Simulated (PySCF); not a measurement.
# MeHSiClSBu (C5H13ClSSi): NMR shifts at several levels of theory, part 2 of 2

PySCF 2.14.0. Atoms count from 0. Earlier steps stand in the parts before.

## 7. Shielding tensors: WP04/pcSseg-1

The job: settings as JSON, then the geometry in Å.

```
{"job": {"kind": "nmr", "xc": "WP04", "basis": "pcSseg-1", "pop": false}, "charge": 0, "multiplicity": 1}
C     -3.412455     0.489931     0.299695
C     -2.395554    -0.640030     0.296656
C     -1.049232    -0.226468    -0.284841
C     -0.035931    -1.354946    -0.259079
S      1.581242    -0.961403    -1.026176
Si     2.295177     0.594198     0.243381
C      4.124147     0.765857    -0.050361
Cl     1.928946     0.079514     2.231126
H     -3.054312     1.346017     0.893591
H     -3.605765     0.855732    -0.721421
H     -4.374340     0.168042     0.726174
H     -2.792223    -1.497296    -0.275490
H     -2.245461    -1.008504     1.326602
H     -1.174258     0.129112    -1.321743
H     -0.659694     0.631930     0.290185
H     -0.399018    -2.222077    -0.832173
H      0.153470    -1.695276     0.770486
H      1.581638     1.886388     0.043761
H      4.638928    -0.178885     0.177445
H      4.540355     1.560535     0.587007
H      4.317514     1.025872    -1.103015
```

Level: GIAO WP04/pcSseg-1 NMR shielding, non-relativistic, gas phase.

Output:

```text
coarse grid: 18368 points
cycle   1  E = -1362.6661983025  dE =  3.462e-01  |g| = 8.412e-01  |ddm| = 4.092e+00
cycle   2  E = -1362.5813718215  dE =  8.483e-02  |g| = 9.941e-01  |ddm| = 1.741e+00
cycle   3  E = -1362.8369423260  dE = -2.556e-01  |g| = 9.805e-02  |ddm| = 1.038e+00
cycle   4  E = -1362.8391645965  dE = -2.222e-03  |g| = 3.249e-02  |ddm| = 1.585e-01
cycle   5  E = -1362.8394230682  dE = -2.585e-04  |g| = 1.248e-02  |ddm| = 4.762e-02
cycle   6  E = -1362.8394606136  dE = -3.755e-05  |g| = 3.035e-03  |ddm| = 1.293e-02
cycle   7  E = -1362.8394629116  dE = -2.298e-06  |g| = 5.821e-04  |ddm| = 3.447e-03
final grid: 161296 points
cycle   8  E = -1362.9039032095  dE = -6.875e-05  |g| = 1.047e-02  |ddm| = 3.619e-02
cycle   9  E = -1362.9038780756  dE =  2.513e-05  |g| = 1.429e-02  |ddm| = 2.044e-02
cycle  10  E = -1362.9039314653  dE = -5.339e-05  |g| = 1.008e-03  |ddm| = 1.279e-02
cycle  11  E = -1362.9039316958  dE = -2.304e-07  |g| = 4.249e-04  |ddm| = 1.750e-03
cycle  12  E = -1362.9039317399  dE = -4.420e-08  |g| = 8.333e-05  |ddm| = 4.394e-04
cycle  13  E = -1362.9039317414  dE = -1.433e-09  |g| = 3.142e-05  |ddm| = 1.105e-04
cycle  14  E = -1362.9039317416  dE = -2.499e-10  |g| = 6.054e-06  |ddm| = 3.989e-05
converged SCF energy = -1362.9039317416

GIAO shielding tensors (ppm)
atom      isotropic    diamagn.    paramagn.     s11        s22        s33       span
  0 C      154.735     245.046     -90.310    143.954    148.165    172.087     28.133
  1 C      144.437     249.140    -104.703    132.016    141.769    159.527     27.511
  2 C      134.273     255.104    -120.831    111.584    129.876    161.357     49.773
  3 C      135.947     254.404    -118.456    112.690    135.422    159.730     47.040
  4 S      541.298    1064.799    -523.501    450.242    483.420    690.233    239.991
  5 Si     312.442     883.662    -571.219    257.660    332.768    346.899     89.240
  6 C      169.782     253.730     -83.948    162.563    168.027    178.757     16.194
  7 Cl     925.367    1155.921    -230.554    830.500    920.308   1025.293    194.793
  8 H       30.663      30.761      -0.098     26.500     29.821     35.666      9.166
  9 H       30.669      29.013       1.655     26.793     28.992     36.220      9.427
 10 H       30.433      24.901       5.532     26.231     27.569     37.498     11.268
 11 H       30.485      30.655      -0.170     25.663     30.542     35.250      9.587
 12 H       30.455      32.714      -2.259     25.839     31.171     34.353      8.514
 13 H       30.295      35.947      -5.651     25.746     31.623     33.517      7.771
 14 H       30.220      38.905      -8.685     24.761     31.197     34.702      9.941
 15 H       29.395      32.967      -3.572     23.230     29.365     35.590     12.360
 16 H       28.903      35.196      -6.293     24.226     30.031     32.453      8.227
 17 H       26.436      33.031      -6.595     23.422     24.628     31.260      7.837
 18 H       30.894      27.989       2.905     26.946     29.410     36.326      9.379
 19 H       30.918      26.461       4.457     26.540     28.514     37.701     11.161
 20 H       31.147      28.886       2.262     26.496     29.122     37.825     11.329
```

Run time: 30 s. Hardware: 1 thread, shared host.

Key values: δ C2 38.2, C3 36.5, C1 28.0, C0 17.7, H17 5.13, H16 2.66 ppm.

## 8. NMR shieldings: KT3/pcSseg-1

The job, as its differences from that of step 7:

```diff
@@ -1,2 +1,2 @@
-{"job": {"kind": "nmr", "xc": "WP04", "basis": "pcSseg-1", "pop": false}, "charge": 0, "multiplicity": 1}
+{"job": {"kind": "nmr", "xc": "KT3", "basis": "pcSseg-1", "pop": false}, "charge": 0, "multiplicity": 1}
 C     -3.412455     0.489931     0.299695
```

Method: GIAO KT3/pcSseg-1 NMR shielding, non-relativistic, gas phase.

Output:

```text
coarse grid: 18368 points
cycle   1  E = -1357.5414565549  dE =  3.408e-01  |g| = 6.598e-01  |ddm| = 4.046e+00
cycle   2  E = -1357.4222520650  dE =  1.192e-01  |g| = 9.255e-01  |ddm| = 1.712e+00
cycle   3  E = -1357.6587918030  dE = -2.365e-01  |g| = 9.615e-02  |ddm| = 1.081e+00
cycle   4  E = -1357.6611011604  dE = -2.309e-03  |g| = 3.264e-02  |ddm| = 1.737e-01
cycle   5  E = -1357.6613813832  dE = -2.802e-04  |g| = 1.172e-02  |ddm| = 5.199e-02
cycle   6  E = -1357.6614157644  dE = -3.438e-05  |g| = 3.124e-03  |ddm| = 1.415e-02
cycle   7  E = -1357.6614183126  dE = -2.548e-06  |g| = 7.017e-04  |ddm| = 4.282e-03
final grid: 161296 points
cycle   8  E = -1357.7126993325  dE = -2.903e-04  |g| = 1.952e-02  |ddm| = 5.473e-02
cycle   9  E = -1357.7126816118  dE =  1.772e-05  |g| = 1.583e-02  |ddm| = 3.221e-02
cycle  10  E = -1357.7127279699  dE = -4.636e-05  |g| = 4.913e-03  |ddm| = 2.599e-02
cycle  11  E = -1357.7127351859  dE = -7.216e-06  |g| = 5.697e-04  |ddm| = 7.675e-03
cycle  12  E = -1357.7127352795  dE = -9.355e-08  |g| = 1.270e-04  |ddm| = 1.018e-03
cycle  13  E = -1357.7127352831  dE = -3.595e-09  |g| = 4.209e-05  |ddm| = 1.787e-04
cycle  14  E = -1357.7127352835  dE = -4.527e-10  |g| = 1.228e-05  |ddm| = 5.524e-05
converged SCF energy = -1357.7127352835

GIAO shielding tensors (ppm)
atom      isotropic    diamagn.    paramagn.     s11        s22        s33       span
  0 C      165.135     244.485     -79.350    153.685    157.874    183.846     30.160
  1 C      154.017     247.874     -93.857    141.572    151.672    168.808     27.237
  2 C      143.592     252.901    -109.309    120.211    139.649    170.916     50.706
  3 C      147.729     252.831    -105.102    125.220    147.045    170.922     45.702
  4 S      584.413    1062.305    -477.892    508.754    538.959    705.525    196.771
  5 Si     343.304     882.589    -539.286    285.605    367.956    376.349     90.745
  6 C      179.914     253.372     -73.459    172.334    178.036    189.370     17.036
  7 Cl     926.870    1153.303    -226.433    834.260    940.841   1005.510    171.249
  8 H       30.398      29.997       0.400     26.214     29.467     35.512      9.297
  9 H       30.402      28.728       1.674     26.513     28.606     36.087      9.575
 10 H       30.081      25.410       4.671     25.690     27.234     37.319     11.629
 11 H       30.140      30.550      -0.410     25.221     30.222     34.976      9.755
 12 H       30.117      31.995      -1.878     25.426     30.854     34.071      8.645
 13 H       30.025      34.836      -4.812     25.584     31.278     33.213      7.629
 14 H       29.804      36.766      -6.963     24.331     30.675     34.404     10.073
 15 H       29.000      32.633      -3.633     22.667     29.014     35.321     12.654
 16 H       28.489      34.199      -5.710     23.611     29.707     32.149      8.538
 17 H       25.476      31.654      -6.178     22.436     23.666     30.327      7.892
 18 H       30.690      28.171       2.519     26.662     29.073     36.333      9.671
 19 H       30.673      26.902       3.772     26.174     28.127     37.719     11.545
 20 H       30.899      28.850       2.048     26.059     28.764     37.874     11.815
```

It took 37 s on 1 thread, shared host.

In short: δ C2 38.7, C3 34.6, C1 28.3, C0 17.2, H17 5.84, H16 2.83 ppm.

## 9. Side by side: NMR shifts

Shifts (ppm) of some atoms, chosen among heavy atoms and hydrogens apart, with basis size and wall time:

```
               run    C2    C3   H17   H16    S4   Si5  Cl7  functions  time
     PBE0/pcSseg-1  37.5  32.8  5.84  2.70   -99  26.2    7        222  29 s
      PBE/pcSseg-1  39.7  35.3  6.16  2.86   -67  27.1   24        222  38 s
BHandHLYP/pcSseg-1  37.1  31.8  5.46  2.61  -113  24.4  -11        222  29 s
CAM-B3LYP/pcSseg-1  37.9  32.2  5.62  2.64   -97  27.0    1        222  41 s
     WP04/pcSseg-1  38.2  36.5  5.13  2.66   -79  26.2  -24        222  30 s
      KT3/pcSseg-1  38.7  34.6  5.84  2.83   -68  22.2    8        222  37 s
          measured     –     –     –     –     –  13.8    –          –     –
```

Measured: solution; U. Herzog, Habilitationsschrift, TU Bergakademie Freiberg, 2002/2003.

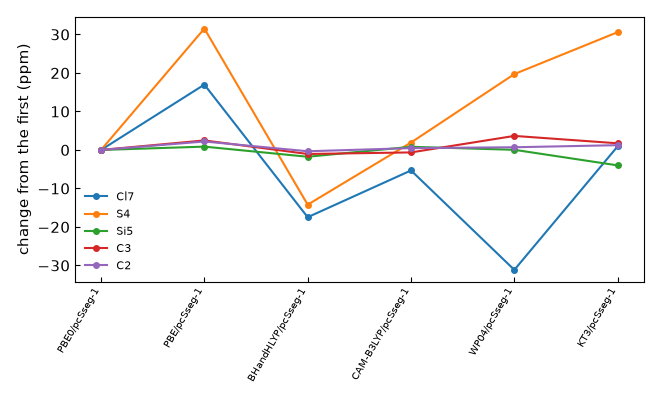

How five of the tabulated atoms move from run to run.

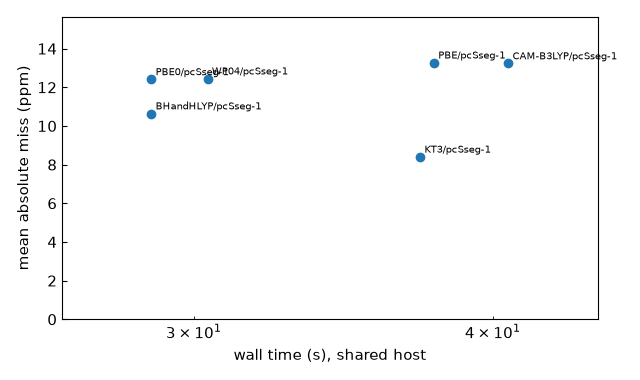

Cost against miss for the one measured ²⁹Si shift.

## 10. Outcome

The summary covers parts 1 to 2.

```
                                                              quantity                                                     value
                                                           point group                                                        C1
                                  rotational constants (main isotopes)                                      1.74, 0.59, 0.50 GHz
                                ¹³C shifts against TMS (PBE0/pcSseg-1)                           37.5, 32.8, 26.2, 16.1, 2.1 ppm
¹H shifts against TMS (PBE0/pcSseg-1, means over atoms taken as alike)  5.84, 2.70, 2.29, 1.42, 1.26, 1.13, 1.12, 1.01, 0.59 ppm
                                ³³S shifts against CS2 (PBE0/pcSseg-1)                                                   -99 ppm
                               ²⁹Si shifts against TMS (PBE0/pcSseg-1)                                                  26.2 ppm
                               ³⁵Cl shifts against HCl (PBE0/pcSseg-1)                                                     7 ppm
                              measured, and computed on the same scale                                      Si5 δ 13.8, 26.2 ppm
                                             range of the shift of Cl7                                             -24 to 24 ppm
```

**Reading.** Single values in the summary come from the first run of each kind that ended normally (PBE0/pcSseg-1), which need not be the best level. Over 4 steps the energy fell by 0.119 eV; of the close pairs, Si5–Cl7 changed most, 2.028 to 2.086 Å. At PBE0/pcSseg-1: The widest tensor belongs to S4: span 207 ppm, with a paramagnetic part of -466 ppm. The one measured ²⁹Si shift is missed by +12.4 ppm (computed less measured, unscaled). Vibration, temperature and solvent are missing from the calculation, and it holds one conformer, so part of the miss against the measured shifts is not the functional's. Across the 6 runs the shift of Cl7 moves most, between -24 (WP04/pcSseg-1) and 24 ppm (PBE/pcSseg-1). Part of that comes from the computed reference. For the one measured ²⁹Si shift, KT3/pcSseg-1 misses least (8.4 ppm, 37 s) and PBE/pcSseg-1 most (13.3 ppm, 38 s); the quickest, PBE0/pcSseg-1, misses by 12.4 ppm in 29 s. One molecule ranks no method: errors cancel, and vibration and temperature are missing from all runs.
